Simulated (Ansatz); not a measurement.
# SiH₂ + SiH₄O: a complex and its separated parts, part 2 of 2

Ansatz 0.2.0, Gaussian basis. Earlier steps stand in the parts before.

## Step 13: CAM-B3LYP-D4/def2-TZVPP

The inputs:

parta/in.yaml

```yaml
crystal:
  periodic: [false, false, false]
  atoms:
    - {symbol: Si, position_ang: [-0.886338, -1.493436, -1.058442]}
    - {symbol: H, position_ang: [-2.009883, -0.463657, -1.125484]}
    - {symbol: H, position_ang: [-0.955862, -1.516099, 0.465354]}
basis:
  gaussian: {orbitals: def2-TZVPP}
hamiltonian: {xc: {name: CAM-B3LYP}, dispersion: d4}
```

partb/in.yaml

```yaml
crystal:
  periodic: [false, false, false]
  atoms:
    - {symbol: H, position_ang: [1.198932, -0.268191, -1.278684]}
    - {symbol: O, position_ang: [0.411115, 0.104106, -0.881467]}
    - {symbol: Si, position_ang: [0.544296, 0.756876, 0.625729]}
    - {symbol: H, position_ang: [-0.807748, 1.247300, 0.976696]}
    - {symbol: H, position_ang: [1.514360, 1.886161, 0.651886]}
    - {symbol: H, position_ang: [0.991029, -0.252961, 1.624513]}
basis:
  gaussian: {orbitals: def2-TZVPP}
hamiltonian: {xc: {name: CAM-B3LYP}, dispersion: d4}
```

Each run has its own folder and the same command.

On the command line:

```sh
$ ansatz run in.yaml --threads 2 --pin off --events-out ev --progress --plain --max-ram 4352MiB
```

Output in parta (excerpt; [...] marks lines left out):

```text
Functional definition: CAM-B3LYP
  name "CAM-B3LYP"
  cite "Yanai, Tew & Handy, Chem. Phys. Lett. 393, 51 (2004) doi:10.1016/j.cplett.2004.06.011"
  cite "Iikura, Tsuneda, Yanai & Hirao, J. Chem. Phys. 115, 3540 (2001) doi:10.1063/1.1383587"
  cite "Becke, Phys. Rev. A 38, 3098 (1988) doi:10.1103/PhysRevA.38.3098"
  cite "Lee, Yang & Parr, Phys. Rev. B 37, 785 (1988) doi:10.1103/PhysRevB.37.785"
[...]
  # Exact exchange under (alpha + beta erf(omega r))/r, Becke's under what is left of 1/r.
[...]
409 factors; their error is unknown
105 factors; integrals over basis functions are off by at most 1.0e-4 eV
[...]
mean field -7908.15280446 eV, -290.6192552253 hartree, gradient 4.1e-5 eV, S^2 0.000000; 0 other end points of the search recorded, 0 dependent functions left out
reference -7908.15289610 eV, -290.6192585931 hartree; 8, 8 occupied and 62, 62 virtual orbitals, 409 factors
Total energy: -7908.17117727 eV, -290.6199304138 hartree
```

Log of partb (excerpt; [...] marks lines left out):

```text
[... 6 set-up lines as earlier in the session ...]
[...]
  # Exact exchange under (alpha + beta erf(omega r))/r, Becke's under what is left of 1/r.
[...]
678 factors; their error is unknown
177 factors; integrals over basis functions are off by at most 1.4e-5 eV
[...]
mean field -9991.52634466 eV, -367.1818206664 hartree, gradient 8.3e-5 eV, S^2 0.000000; 0 other end points of the search recorded, 0 dependent functions left out
reference -9991.52644660 eV, -367.1818244127 hartree; 13, 13 occupied and 116, 116 virtual orbitals, 678 factors
Total energy: -9991.57915164 eV, -367.1837612871 hartree
```

Wall times: 0.25 s (parta), 0.65 s (partb) on 2 threads of Intel Xeon 6975P-C, shared host.

## Step 14: wB97X-V/def2-TZVPP

The same edit goes into each in.yaml of step 13 (parta, partb):

```diff
-hamiltonian: {xc: {name: CAM-B3LYP}, dispersion: d4}
+hamiltonian: {xc: {name: wB97X-V}}
```

One command serves all of them, each in its own folder.

On the command line:

```sh
$ ansatz run in.yaml --threads 2 --pin off --events-out ev --progress --plain --max-ram 4352MiB
```

Log of parta (excerpt; [...] marks lines left out):

```text
Functional definition: wB97X-V
  name "wB97X-V"
  cite "Mardirossian & Head-Gordon, Phys. Chem. Chem. Phys. 16, 9904 (2014) doi:10.1039/C3CP54374A"
[... 2 set-up lines as earlier in the session ...]
[...]
      + integral(e_c_pw_opposite_spin*poly(b97_u_opposite, cos0, cos1)) + vv10(b, c)
409 factors; their error is unknown
94 factors; integrals over basis functions are off by at most 4.5e-5 eV
[...]
mean field -7906.67888032 eV, -290.5650895123 hartree, gradient 1.6e-5 eV, S^2 0.000000; 0 other end points of the search recorded, 0 dependent functions left out
reference -7906.67887887 eV, -290.5650894590 hartree; 8, 8 occupied and 62, 62 virtual orbitals, 409 factors
Total energy: -7906.67887887 eV, -290.5650894590 hartree
```

Log of partb (excerpt; [...] marks lines left out):

```text
[... 5 set-up lines as earlier in the session ...]
[...]
      + integral(e_c_pw_opposite_spin*poly(b97_u_opposite, cos0, cos1)) + vv10(b, c)
678 factors; their error is unknown
163 factors; integrals over basis functions are off by at most 1.4e-5 eV
[...]
mean field -9989.99699791 eV, -367.1256182102 hartree, gradient 4.8e-5 eV, S^2 0.000000; 0 other end points of the search recorded, 0 dependent functions left out
reference -9989.99699619 eV, -367.1256181468 hartree; 13, 13 occupied and 116, 116 virtual orbitals, 678 factors
Total energy: -9989.99699619 eV, -367.1256181468 hartree
```

They took 0.5 s (parta), 1.5 s (partb) on 2 threads of Intel Xeon 6975P-C, shared host.

## Step 15: wB97M-V/def2-TZVPP

The same edit goes into each in.yaml of step 14 (parta, partb):

```diff
-hamiltonian: {xc: {name: wB97X-V}}
+hamiltonian: {xc: {name: wB97M-V}}
```

Each run has its own folder and the same command.

On the command line:

```sh
$ ansatz run in.yaml --threads 2 --pin off --events-out ev --progress --plain --max-ram 4352MiB
```

Log of parta (excerpt; [...] marks lines left out):

```text
Functional definition: wB97M-V
  name "wB97M-V"
  cite "Mardirossian & Head-Gordon, J. Chem. Phys. 144, 214110 (2016) doi:10.1063/1.4952647"
[... 2 set-up lines as earlier in the session ...]
  # Of w^i u^j: cxij and so on, Table III.
[...]
  gx(w, u) = 1 - cx + cx01*u + cx10*w
[...]
      + integral(e_c_pw_mod_opposite_spin*gos(b97_w_opposite, b97_u_opposite)) + vv10(b, c)
409 factors; their error is unknown
94 factors; integrals over basis functions are off by at most 4.5e-5 eV
[...]
mean field -7907.31968786 eV, -290.5886387549 hartree, gradient 1.7e-5 eV, S^2 0.000000; 0 other end points of the search recorded, 0 dependent functions left out
reference -7907.31972315 eV, -290.5886400518 hartree; 8, 8 occupied and 62, 62 virtual orbitals, 409 factors
Total energy: -7907.31972315 eV, -290.5886400518 hartree
```

Log of partb (excerpt; [...] marks lines left out):

```text
[... 5 set-up lines as earlier in the session ...]
  # Of w^i u^j: cxij and so on, Table III.
[...]
  gx(w, u) = 1 - cx + cx01*u + cx10*w
[...]
      + integral(e_c_pw_mod_opposite_spin*gos(b97_w_opposite, b97_u_opposite)) + vv10(b, c)
678 factors; their error is unknown
163 factors; integrals over basis functions are off by at most 1.4e-5 eV
[...]
mean field -9990.45388912 eV, -367.1424086521 hartree, gradient 4.2e-5 eV, S^2 0.000000; 0 other end points of the search recorded, 0 dependent functions left out
reference -9990.45393128 eV, -367.1424102017 hartree; 13, 13 occupied and 116, 116 virtual orbitals, 678 factors
Total energy: -9990.45393128 eV, -367.1424102017 hartree
```

They took 0.55 s (parta), 1.5 s (partb) on 2 threads of Intel Xeon 6975P-C, shared host.

## Step 16: B2PLYP/def2-TZVPP

The same edit goes into each in.yaml of step 15 (parta, partb):

```diff
-hamiltonian: {xc: {name: wB97M-V}}
+hamiltonian: {xc: {name: B2PLYP}}
```

One command serves all of them, each in its own folder.

On the command line:

```sh
$ ansatz run in.yaml --threads 2 --pin off --events-out ev --progress --plain --max-ram 4352MiB
```

parta printed (excerpt; [...] marks lines left out):

```text
Functional definition: B2PLYP
  name "B2PLYP"
  cite "Grimme, J. Chem. Phys. 124, 034108 (2006) doi:10.1063/1.2148954"
[... 2 set-up lines as earlier in the session ...]
[...]
395 factors; integrals over basis functions are off by at most 6.2e-4 eV
[...]
mean field -7903.67236233 eV, -290.4546020142 hartree, gradient 9.0e-7 eV, S^2 0.000000; 0 other end points of the search recorded, 0 dependent functions left out; unrestricted orbitals would lower it
5 core orbitals not correlated: weight in the atoms' cores, before any rotation towards them, 1.000 or more for the frozen orbitals, at most 0.000 for the correlated occupied ones
reference -7903.67248101 eV, -290.4546063756 hartree; 3, 3 occupied and 62, 62 virtual orbitals, 395 factors
second order -3.74016641 eV of doubles, -0.00000000 eV of singles
Total energy: -7904.68232594 eV, -290.4917174923 hartree
```

partb printed (excerpt; [...] marks lines left out):

```text
[... 5 set-up lines as earlier in the session ...]
[...]
746 factors; integrals over basis functions are off by at most 9.1e-4 eV
[...]
mean field -9983.99662405 eV, -366.9051085378 hartree, gradient 2.8e-6 eV, S^2 0.000000; 0 other end points of the search recorded, 0 dependent functions left out
6 core orbitals not correlated: weight in the atoms' cores, before any rotation towards them, 1.000 or more for the frozen orbitals, at most 0.000 for the correlated occupied ones
reference -9983.99675632 eV, -366.9051133986 hartree; 7, 7 occupied and 116, 116 virtual orbitals, 746 factors
second order -12.31586880 eV of doubles, -0.00000000 eV of singles
Total energy: -9987.32204089 eV, -367.0273153527 hartree
```

Times: 0.3 s (parta), 0.9 s (partb) on 2 threads of Intel Xeon 6975P-C, shared host.

## Step 17: PBE-QIDH/def2-TZVPP

The same edit goes into each in.yaml of step 16 (parta, partb):

```diff
-hamiltonian: {xc: {name: B2PLYP}}
+hamiltonian: {xc: {name: PBE-QIDH}}
```

Each run has its own folder and the same command.

On the command line:

```sh
$ ansatz run in.yaml --threads 2 --pin off --events-out ev --progress --plain --max-ram 4352MiB
```

Output in parta (excerpt; [...] marks lines left out):

```text
Functional definition: PBE-QIDH
  name "PBE-QIDH"
  cite "Brémond, Sancho-García, Pérez-Jiménez & Adamo, J. Chem. Phys. 141, 031101 (2014) doi:10.1063/1.4890314"
[... 1 set-up line as earlier in the session ...]
[...]
395 factors; integrals over basis functions are off by at most 6.2e-4 eV
[...]
mean field -7900.98236311 eV, -290.3557463662 hartree, gradient 2.0e-6 eV, S^2 0.000000; 0 other end points of the search recorded, 0 dependent functions left out; unrestricted orbitals would lower it
5 core orbitals not correlated: weight in the atoms' cores, before any rotation towards them, 1.000 or more for the frozen orbitals, at most 0.000 for the correlated occupied ones
reference -7900.98237198 eV, -290.3557466922 hartree; 3, 3 occupied and 62, 62 virtual orbitals, 395 factors
second order -3.44007301 eV of doubles, -0.00000000 eV of singles
Total energy: -7902.12906299 eV, -290.3978868093 hartree
```

Output in partb (excerpt; [...] marks lines left out):

```text
[... 4 set-up lines as earlier in the session ...]
[...]
746 factors; integrals over basis functions are off by at most 9.1e-4 eV
[...]
mean field -9979.98613488 eV, -366.7577257793 hartree, gradient 3.7e-6 eV, S^2 0.000000; 0 other end points of the search recorded, 0 dependent functions left out
6 core orbitals not correlated: weight in the atoms' cores, before any rotation towards them, 1.000 or more for the frozen orbitals, at most 0.000 for the correlated occupied ones
reference -9979.98614512 eV, -366.7577261554 hartree; 7, 7 occupied and 116, 116 virtual orbitals, 746 factors
second order -11.46643128 eV of doubles, -0.00000000 eV of singles
Total energy: -9983.80828888 eV, -366.8981873478 hartree
```

Wall times: 0.3 s (parta), 0.9 s (partb) on 2 threads of Intel Xeon 6975P-C, shared host.

## Step 18: RPA on PBE/def2-TZVPP

The same edit goes into each in.yaml of step 17 (parta, partb):

```diff
-hamiltonian: {xc: {name: PBE-QIDH}}
+hamiltonian: {xc: pbe}
+correlation: {method: rpa}
```

The same command starts each run, in its folder.

On the command line:

```sh
$ ansatz run in.yaml --threads 2 --pin off --events-out ev --progress --plain --max-ram 4352MiB
```

parta printed (excerpt; [...] marks lines left out):

```text
[... 4 set-up lines as earlier in the session ...]
[...]
395 factors; integrals over basis functions are off by at most 6.2e-4 eV
[...]
mean field -7903.77189577 eV, -290.4582598004 hartree, gradient 3.1e-6 eV, S^2 0.000000; 0 other end points of the search recorded, 0 dependent functions left out
5 core orbitals not correlated: weight in the atoms' cores, before any rotation towards them, 1.000 or more for the frozen orbitals, at most 0.000 for the correlated occupied ones
reference -7891.64319443 eV, -290.0125382476 hartree; 3, 3 occupied and 62, 62 virtual orbitals, 395 factors
Total energy: -7898.25680385 eV, -290.2555839108 hartree
```

Output in partb (excerpt; [...] marks lines left out):

```text
[... 4 set-up lines as earlier in the session ...]
[...]
746 factors; integrals over basis functions are off by at most 9.1e-4 eV
[...]
mean field -9985.38613485 eV, -366.9561721178 hartree, gradient 5.8e-6 eV, S^2 0.000000; 0 other end points of the search recorded, 0 dependent functions left out
6 core orbitals not correlated: weight in the atoms' cores, before any rotation towards them, 1.000 or more for the frozen orbitals, at most 0.000 for the correlated occupied ones
reference -9964.30991479 eV, -366.1816353168 hartree; 7, 7 occupied and 116, 116 virtual orbitals, 746 factors
Total energy: -9981.80805018 eV, -366.8246799315 hartree
```

Wall times: 0.3 s (parta), 0.85 s (partb) on 2 threads of Intel Xeon 6975P-C, shared host.

## Step 19: CCSD(T)/def2-TZVPP

Each input of step 18 (parta, partb) changes in the same lines:

```diff
-hamiltonian: {xc: pbe}
-correlation: {method: rpa}
+correlation: {method: ccsd_t}
```

Each run has its own folder and the same command.

On the command line:

```sh
$ ansatz run in.yaml --threads 2 --pin off --events-out ev --progress --plain --max-ram 4352MiB
```

Log of parta (excerpt; [...] marks lines left out):

```text
Functional definition: HF
  name "HF"
  cite "Fock, Z. Phys. 61, 126 (1930) doi:10.1007/BF01340294"
[... 1 set-up line as earlier in the session ...]
[...]
395 factors; integrals over basis functions are off by at most 6.2e-4 eV
[...]
mean field -7892.01310697 eV, -290.0261322825 hartree, gradient 6.5e-7 eV, S^2 0.000000; 0 other end points of the search recorded, 0 dependent functions left out; unrestricted orbitals would lower it
[...]
reference -7892.01310697 eV, -290.0261322825 hartree; 3, 3 occupied and 62, 62 virtual orbitals, 395 factors
second order -2.98364109 eV of doubles, -0.00000000 eV of singles
cycle   1  -3.48829920 eV  change   -5.0e-1 eV  update   6.3e-2
[...]
cycle  10  -3.73232417 eV  change   -6.3e-6 eV  update   2.6e-6
perturbative correction -0.10175948 eV, -0.0037395919 hartree
Total energy: -7895.84719062 eV, -290.1670322578 hartree
```

partb printed (excerpt; [...] marks lines left out):

```text
[... 4 set-up lines as earlier in the session ...]
[...]
746 factors; integrals over basis functions are off by at most 9.1e-4 eV
[...]
mean field -9965.09452533 eV, -366.2104692223 hartree, gradient 2.3e-6 eV, S^2 0.000000; 0 other end points of the search recorded, 0 dependent functions left out
6 core orbitals not correlated: weight in the atoms' cores, before any rotation towards them, 1.000 or more for the frozen orbitals, at most 0.000 for the correlated occupied ones
reference -9965.09452533 eV, -366.2104692223 hartree; 7, 7 occupied and 116, 116 virtual orbitals, 746 factors
second order -10.23336038 eV of doubles, -0.00000000 eV of singles
cycle   1  -10.56905854 eV  change   -3.4e-1 eV  update   6.9e-2
[...]
cycle   9  -10.90292782 eV  change   -3.6e-6 eV  update   8.1e-6
perturbative correction -0.32824601 eV, -0.0120628184 hartree
Total energy: -9976.32569917 eV, -366.6232072479 hartree
```

They took 0.3 s (parta), 2.8 s (partb) on 2 threads of Intel Xeon 6975P-C, shared host; peak memory 0.68 GiB.

## Step 20: Vibrations of SiH₂

vib-parta/in.yaml reads:

```yaml
crystal:
  periodic: [false, false, false]
  atoms:
    - {symbol: Si, position_ang: [-0.886338, -1.493436, -1.058442]}
    - {symbol: H, position_ang: [-2.009883, -0.463657, -1.125484]}
    - {symbol: H, position_ang: [-0.955862, -1.516099, 0.465354]}
basis:
  gaussian: {orbitals: def2-TZVP}
hamiltonian: {xc: pbe0, dispersion: d4}
phonons: {temperatures: {t_min: 298.15, t_max: 900, t_step: 200}}
```

On the command line:

```sh
$ ansatz run in.yaml --threads 2 --pin off --events-out ev --progress --plain --max-ram 4352MiB
```

The program printed (excerpt; [...] marks lines left out):

```text
[... 5 set-up lines as earlier in the session ...]
[...]
356 factors; their error is unknown
[...]
mean field -7904.52924007 eV, -290.4860916902 hartree, gradient 8.2e-5 eV, S^2 0.000000; 0 other end points of the search recorded, 0 dependent functions left out
[...]
Total energy: -7904.54767315 eV, -290.4867690935 hartree
Atom 0 at    -0.886338    -1.493436    -1.058442 Å, force     0.000294    -0.000248    -0.000359 eV/Å
Atom 1 at    -2.009883    -0.463657    -1.125484 Å, force    -0.000278     0.000255    -0.000018 eV/Å
Atom 2 at    -0.955862    -1.516099     0.465354 Å, force    -0.000016    -0.000007     0.000377 eV/Å
Dipole moment:    -0.020043     0.016919     0.024473 e Å
Vibrations: 1010.51 2047.91 2051.11 cm⁻¹, zero-point energy 0.316751 eV
```

Run time: 0.75 s. Hardware: 2 threads of Intel Xeon 6975P-C, shared host.

The modes, with what each moves most:

| mode | wavenumber (cm⁻¹) | character |
| --- | --- | --- |
| 1 | 1011 | bend |
| 2 | 2048 | Si–H stretch |
| 3 | 2051 | Si–H stretch |

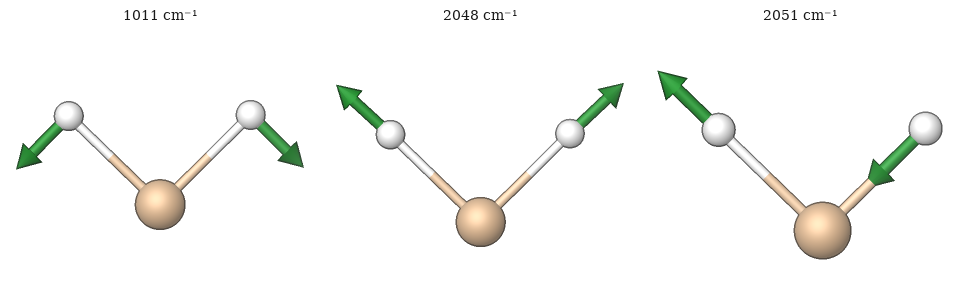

How the atoms move in 3 of the modes.

Vibrational sums (real modes only):

| T (K) | entropy (J/mol/K) | heat capacity (J/mol/K) |
| --- | --- | --- |
| 298 | 0.4 | 1.6 |
| 498 | 2.2 | 5.8 |
| 698 | 4.9 | 10.3 |
| 898 | 7.9 | 14.0 |

## Step 21: Vibrations of SiH₄O

vib-partb/in.yaml reads:

```yaml
crystal:
  periodic: [false, false, false]
  atoms:
    - {symbol: H, position_ang: [1.198932, -0.268191, -1.278684]}
    - {symbol: O, position_ang: [0.411115, 0.104106, -0.881467]}
    - {symbol: Si, position_ang: [0.544296, 0.756876, 0.625729]}
    - {symbol: H, position_ang: [-0.807748, 1.247300, 0.976696]}
    - {symbol: H, position_ang: [1.514360, 1.886161, 0.651886]}
    - {symbol: H, position_ang: [0.991029, -0.252961, 1.624513]}
basis:
  gaussian: {orbitals: def2-TZVP}
hamiltonian: {xc: pbe0, dispersion: d4}
phonons: {temperatures: {t_min: 298.15, t_max: 900, t_step: 200}}
```

On the command line:

```sh
$ ansatz run in.yaml --threads 2 --pin off --events-out ev --progress --plain --max-ram 4352MiB
```

The program printed (excerpt; [...] marks lines left out):

```text
[... 5 set-up lines as earlier in the session ...]
[...]
595 factors; their error is unknown
[...]
mean field -9986.23328798 eV, -366.9873044214 hartree, gradient 4.1e-5 eV, S^2 0.000000; 0 other end points of the search recorded, 0 dependent functions left out
[...]
Atom 3 at    -0.807748     1.247300     0.976696 Å, force    -0.000360    -0.000009     0.000275 eV/Å
Atom 4 at     1.514360     1.886161     0.651886 Å, force     0.000483    -0.000288    -0.000049 eV/Å
Atom 5 at     0.991029    -0.252961     1.624513 Å, force     0.000528    -0.000171     0.000314 eV/Å
Dipole moment:     0.271290    -0.075757    -0.021408 e Å
Vibrations: 199.41 680.00 719.12 848.17 908.09 946.77 967.03 993.20 2208.66 2213.68 2260.62 3929.77 cm⁻¹, zero-point energy 1.046088 eV
```

Wall time 12 s (2 threads of Intel Xeon 6975P-C, shared host).

The modes, with what each moves most:

| mode | wavenumber (cm⁻¹) | character |
| --- | --- | --- |
| 1 | 199 | torsion |
| 2 | 680 | bend |
| 3 | 719 | bend |
| 4 | 848 | bend with Si–O stretch |
| 5 | 908 | bend with Si–O stretch |
| 6 | 947 | bend with torsion |
| 7 | 967 | bend with torsion |
| 8 | 993 | bend |
| 9 | 2209 | Si–H stretch |
| 10 | 2214 | Si–H stretch |
| 11 | 2261 | Si–H stretch |
| 12 | 3930 | O–H stretch |

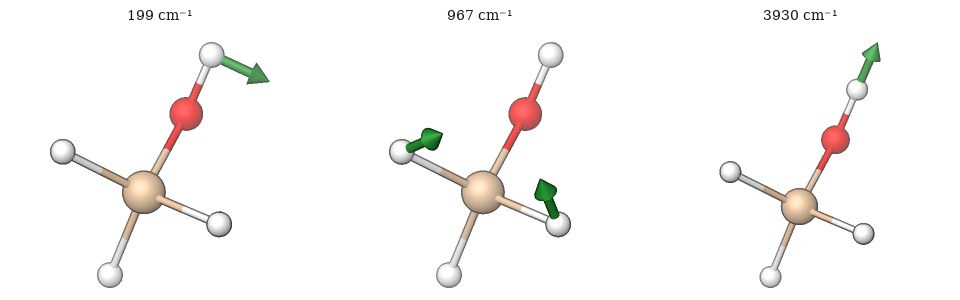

How the atoms move in 3 of the modes.

Vibrational sums (real modes only):

```
T (K)  entropy (J/mol/K)  heat capacity (J/mol/K)
  298               14.1                     24.3
  498               31.9                     45.2
  698               49.5                     58.7
  898               65.4                     68.0
```

## Step 22: Complex less separated parts

The complex's own energies come from single points at the same levels.

Rows are in def2-TZVPP; times add the 3 runs of a level on a shared host, so small differences are noise.

Differences are taken before rounding.

| method | rung | complex less parts (eV) | from CCSD(T) (eV) | time |
| --- | --- | --- | --- | --- |
| SPW92 | LDA | -1.211 | -0.499 | 1.2 s |
| PBE-D4 | GGA | -0.888 | -0.177 | 1.8 s |
| BLYP-D4 | GGA | -0.753 | -0.041 | 1.8 s |
| r2SCAN-D4 | meta-GGA | -0.890 | -0.179 | 3.4 s |
| B97M-V | meta-GGA | -0.776 | -0.064 | 6 s |
| PBE0-D4 | hybrid | -0.884 | -0.173 | 2.4 s |
| B3LYP-D4 | hybrid | -0.773 | -0.062 | 2.3 s |
| r2SCAN0-D4 | hybrid | -0.888 | -0.177 | 3.5 s |
| BHLYP-D4 | hybrid | -0.789 | -0.078 | 2.2 s |
| CAM-B3LYP-D4 | range-separated hybrid | -0.799 | -0.088 | 2.8 s |
| wB97X-V | range-separated hybrid | -0.808 | -0.096 | 6 s |
| wB97M-V | range-separated hybrid | -0.816 | -0.105 | 6.2 s |
| B2PLYP | double hybrid | -0.683 | +0.028 | 4.1 s |
| PBE-QIDH | double hybrid | -0.830 | -0.118 | 4.3 s |
| RPA on PBE | RPA | -0.594 | +0.117 | 3.8 s |
| Hartree-Fock | wavefunction | -0.424 | +0.288 |  |
| MP2 | wavefunction | -0.785 | -0.074 |  |
| CCSD | wavefunction | -0.654 | +0.057 |  |
| CCSD(T) | wavefunction | -0.711 | 0 | 19 s |

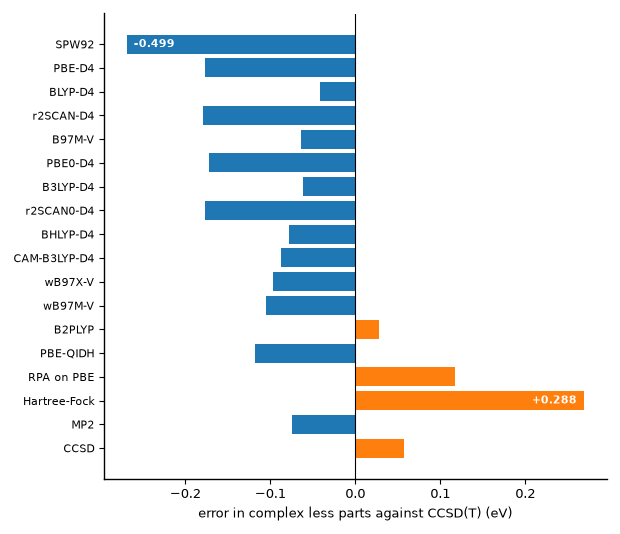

Error of each method against CCSD(T). Bars with a number in them are cut short.

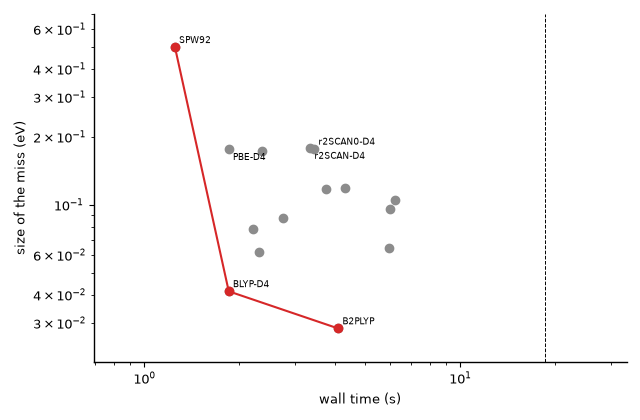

Accuracy for the time spent; red marks the levels that beat every quicker one drawn (of those quicker than the yardstick), and the dashed line is the time of CCSD(T). Only those levels and the largest misses are named. Times are from a shared host.

B2PLYP reaches 0.028 eV from the reference in 4.1 s, where CCSD(T) took 19 s; the quickest level in the cost chart, SPW92, takes 1.2 s and misses by 0.499 eV.

The complex's zero-point energy, from a separate PBE0-D4 run, is 1.513 eV.

## Step 23: Summary of results

This closing draws on all 2 parts.

```
                              quantity      value
complex less parts, CCSD(T)/def2-TZVPP  -0.711 eV
                with zero-point energy  -0.562 eV
                 largest T1 diagnostic      0.014
```

In words: At CCSD(T) the complex lies 0.711 eV below its parts. B2PLYP is the best functional here (+0.028 eV from CCSD(T)); SPW92 is the worst (-0.499 eV). By rung, the mean size of the error is: LDA 0.499, GGA 0.109, meta-GGA 0.122, hybrid 0.122, range-separated hybrid 0.096, double hybrid 0.073 eV. PBE-D4 gives a relative energy 0.177 eV too low, outside chemical accuracy (1 kcal/mol, 0.043 eV). No counterpoise was applied, and triple zeta lacks some correlation, so the CCSD(T) reference has a basis error of its own, and close matches with it are partly luck. The restricted Hartree–Fock reference is unstable towards an unrestricted one at one or more of these structures.
